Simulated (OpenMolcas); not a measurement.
# Energy and gradient calculation of C₂H₄Si (part 1 of 2)

The run: energy and gradient calculation of C₂H₄Si, SMILES C#C[SiH3]. Method and program: PBE/6-311+G**, RKS (OpenMolcas 26.06).

The geometry comes from this level: PBE0-D4/def2-TZVP.

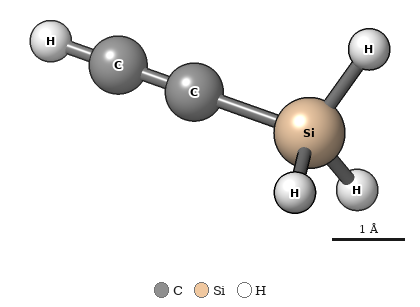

*The structure (ball-and-stick view, seen at a tilt).*

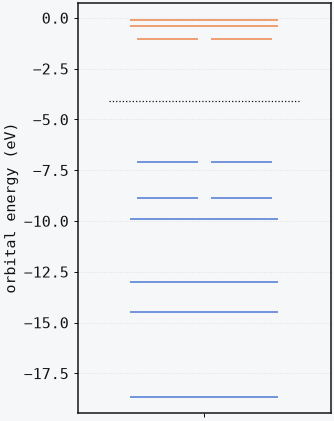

*Orbital energies near the frontier; the dotted line parts filled from empty levels, and levels within 0.02 eV of each other stand side by side.*

Highest filled −7.10 eV, lowest empty −1.04 eV, 6.06 eV apart.

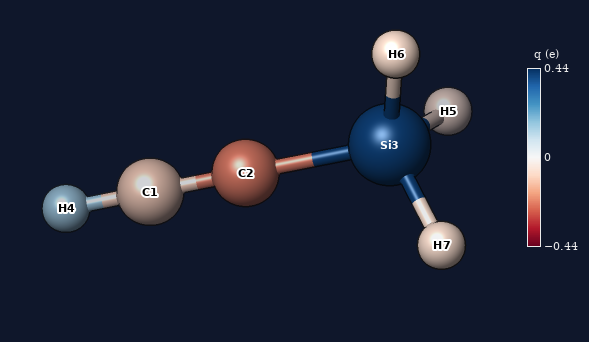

*Mulliken charges, as the colour of each atom (ball-and-stick view, seen at a tilt; atoms are numbered from 1 in the order of the input).*

By element: C −0.23 to −0.11, Si +0.42 and H −0.08 to +0.15 e.

These pictures come from the run below.

The input
```
&GATEWAY
  BasLib=$CurrDir
  Coord=geom.xyz
  Basis=6-311pGss
  Group=NoSym

&SEWARD
  GridInput
  Grid=UltraFine
  End of Grid

&SCF
  KSDFT=PBE
  Thresholds=1e-10 1e-07 1e-07 1e-05
  PrOrbitals=1 1

&ALASKA
```

File geom.xyz
```
7

C     -0.580700    -1.871400     0.172200
C     -0.218500    -0.726500     0.062400
Si     0.329800     1.004300    -0.103800
H     -0.901000    -2.883500     0.269300
H     -0.094500     1.528300    -1.425000
H     -0.281700     1.818100     0.974900
H      1.807900     1.062900     0.004400
```

Launched with:
```bash
export MOLCAS_MEM=1860
pymolcas job.inp > job.log
```

The program's output
```
--- Start Module: gateway ---

                                              &GATEWAY

                       available to each process: 1.9 GB of memory, 1 thread

 Basis Set     1 Label: C.6-311PGSS
 Basis set is read from library:.
 basistype.tbl is not found

 Basis Set     2 Label: SI.6-311PGSS
 Basis set is read from library:.
 basistype.tbl is not found

 Basis Set     3 Label: H.6-311PGSS
 Basis set is read from library:.
 basistype.tbl is not found

++    Symmetry information:
      ---------------------

                    Character Table for C1

                             E
                    a        1  x, y, xy, Rz, z, xz, Ry, yz, Rx, I
--

++    Basis set information:
      ----------------------

      Basis set label: C.6-311PGSS.........

      Electronic valence basis set:
      ------------------
      Associated Effective Charge   6.000000 au
      Associated Actual Charge      6.000000 au
      Nuclear Model: Point charge

      Shell  nPrim  nBasis  Cartesian Spherical Contaminant
         s      12       5        X
         p       6       4        X
         d       1       1                 X

      Basis set label: SI.6-311PGSS.........

      Electronic valence basis set:
      ------------------
      Associated Effective Charge  14.000000 au
      Associated Actual Charge     14.000000 au
      Nuclear Model: Point charge

      Shell  nPrim  nBasis  Cartesian Spherical Contaminant
         s      13       7        X
         p      10       6        X
         d       1       1                 X

      Basis set label: H.6-311PGSS.........

      Electronic valence basis set:
      ------------------
      Associated Effective Charge   1.000000 au
      Associated Actual Charge      1.000000 au
      Nuclear Model: Point charge

      Shell  nPrim  nBasis  Cartesian Spherical Contaminant
         s       5       3        X
         p       1       1        X
--

++    Molecular structure info:
      -------------------------

                    ************************************************
                    **** Cartesian Coordinates / bohr, angstrom ****
                    ************************************************

     Center  Label                x              y              z                     x              y              z
        1      C1              -1.097364      -3.536433       0.325411             -0.580700      -1.871400       0.172200
        2      C2              -0.412905      -1.372886       0.117919             -0.218500      -0.726500       0.062400
        3      SI3              0.623232       1.897852      -0.196154              0.329800       1.004300      -0.103800
        4      H4              -1.702643      -5.449025       0.508903             -0.901000      -2.883500       0.269300
        5      H5              -0.178579       2.888068      -2.692860             -0.094500       1.528300      -1.425000
        6      H6              -0.532336       3.435711       1.842294             -0.281700       1.818100       0.974900
        7      H7               3.416436       2.008590       0.008315              1.807900       1.062900       0.004400

                    ***************************************
                    *    InterNuclear Distances / bohr    *
                    ***************************************

               1 C1            2 C2            3 SI3           4 H4            5 H5            6 H6
    1 C1       0.000000
    2 C2       2.278700        0.000000
    3 SI3      5.723979        3.445279        0.000000
    4 H4       2.014458        4.293158        7.738437        0.000000
    5 H5       7.157398        5.109904        2.803029        9.059867        0.000000
    6 H6       7.157583        5.109828        2.802787        9.060137        4.581776        0.000000
    7 H7       7.156970        5.109819        2.802866        9.059337        4.581917        4.581807

               7 H7
    7 H7       0.000000

                    *******************************************
                    *    InterNuclear Distances / angstrom    *
                    *******************************************

               1 C1            2 C2            3 SI3           4 H4            5 H5            6 H6
    1 C1       0.000000
    2 C2       1.205836        0.000000
    3 SI3      3.028999        1.823163        0.000000
    4 H4       1.066005        2.271841        4.095004        0.000000
    5 H5       3.787532        2.704045        1.483299        4.794275        0.000000
    6 H6       3.787630        2.704004        1.483171        4.794418        2.424572        0.000000
    7 H7       3.787306        2.704000        1.483213        4.793995        2.424646        2.424588

               7 H7
    7 H7       0.000000

                    **************************************
                    *    Valence Bond Angles / degree    *
                    **************************************
                          Atom centers                 Phi
                      2 C2       1 C1       4 H4       179.99
                      5 H5       3 SI3      6 H6       109.64
                      5 H5       3 SI3      7 H7       109.64
                      6 H6       3 SI3      7 H7       109.64
--

            Nuclear Potential Energy             83.04789072 au

--- Stop Module: gateway /rc=_RC_ALL_IS_WELL_ ---

--- Start Module: seward ---

                                              &SEWARD

                       available to each process: 1.9 GB of memory, 1 thread

               SEWARD will generate:
                  Multipole Moment integrals up to order  2
                  Kinetic Energy integrals
                  Nuclear Attraction integrals (point charge)
                  One-Electron Hamiltonian integrals
                  Velocity integrals
                  Orbital angular momentum around (  0.0058  -0.0520  -0.0090 )
                  Velocity quadrupole around (  0.0058  -0.0520  -0.0090 )
                  Two-Electron Repulsion integrals

                   Integrals are discarded if absolute value <: 1.00E-14
                   Integral cutoff threshold is set to       <: 1.00E-16

            Nuclear Potential Energy             83.04789072 au

      Basis set specifications :
      Symmetry species         a
      Basis functions           98

--- Stop Module: seward /rc=_RC_ALL_IS_WELL_ ---
--- Module seward spent 2 seconds ---

--- Start Module: scf ---

                                                &SCF

                       available to each process: 1.9 GB of memory, 1 thread

 ###############################################################################
 ###     Minimized-density-differences option turned off!                    ###
 ###############################################################################
++    Input section:
      --------------

      Header of the integral files:

      Cartesian coordinates in angstrom:
      -----------------------------------------------------
      No.  Label        X            Y            Z
      -----------------------------------------------------
       1   C1        -0.58070000  -1.87140000   0.17220000
       2   C2        -0.21850000  -0.72650000   0.06240000
       3   SI3        0.32980000   1.00430000  -0.10380000
       4   H4        -0.90100000  -2.88350000   0.26930000
       5   H5        -0.09450000   1.52830000  -1.42500000
       6   H6        -0.28170000   1.81810000   0.97490000
       7   H7         1.80790000   1.06290000   0.00440000
      -----------------------------------------------------
      Nuclear repulsion energy =   83.04789072
--

++    Orbital specifications:
      -----------------------

      Symmetry species               1
                                     a
      Frozen orbitals                0
      Occupied orbitals             15
      Secondary orbitals            83
      Deleted orbitals               0
      Total number of orbitals      98
      Number of basis functions     98
--

      Molecular charge                           0.000

      Numerical integration parameters
      --------------------------------
      Radial quadrature type:                         MHL
      Size of radial grid:                            99
      Lebedev angular grid:                           41
      Angular grid pruned with the crowding factor:  1.00E+10
                                 and fading factor:  1.00E+01
      Screening threshold for integral computation:   1.00E-11
      Radial quadrature accuracy:                     1.00E-25
      Maximum batch size:                             128
      AO values are stored on disk
      The same grid will be used for all iterations.

      DFT functional specifications
      -----------------------------
      Using Libxc version: 6.2.2
      Please cite the following reference:
      S. Lehtola, C. Steigemann, M. J.T. Oliveira, and M. A.L. Marques.,  SoftwareX 7, 1–5 (2018) doi:10.1016/j.softx.2017.11.002

      * Perdew, Burke & Ernzerhof
        - J. P. Perdew, K. Burke, and M. Ernzerhof.,  Phys. Rev. Lett. 77, 3865 (1996) doi:10.1103/PhysRevLett.77.3865
        - J. P. Perdew, K. Burke, and M. Ernzerhof.,  Phys. Rev. Lett. 78, 1396 (1997) doi:10.1103/PhysRevLett.78.1396
      * Perdew, Burke & Ernzerhof
        - J. P. Perdew, K. Burke, and M. Ernzerhof.,  Phys. Rev. Lett. 77, 3865 (1996) doi:10.1103/PhysRevLett.77.3865
        - J. P. Perdew, K. Burke, and M. Ernzerhof.,  Phys. Rev. Lett. 78, 1396 (1997) doi:10.1103/PhysRevLett.78.1396

++    Optimization specifications:
      ----------------------------
```
